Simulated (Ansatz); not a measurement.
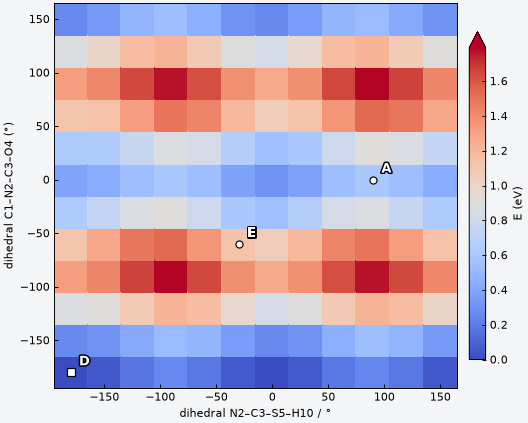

C₂H₅NOS, SMILES CN=C(O)S. The first coordinate is: dihedral N2–C3–S5–H10; the second: dihedral C1–N2–C3–O4. Nothing is relaxed (all other coordinates rigid). Grid: 12 × 12 points. Points are written as (first, second). Energies are in eV, from the lowest grid point. Energies and slopes of some neighbouring points disagree (a jump in structure or state, or too coarse a mesh). The dihedral twists a double bond; near 90° a spin-restricted reference is unreliable. These are results of Ansatz, RKS BHLYP-D4/def2-SVP, not measurements.

Drawn: one coloured cell a grid point, one colour for all values above the top of the scale, lettered points.

**Is A the lowest point of the computed grid?**

No. A lies 0.60 eV above the lowest grid point, which is at (−180°, −180°).

**Rank the lettered points by energy, lowest first.**

D (0.00 eV), A (0.60 eV), E (1.13 eV).
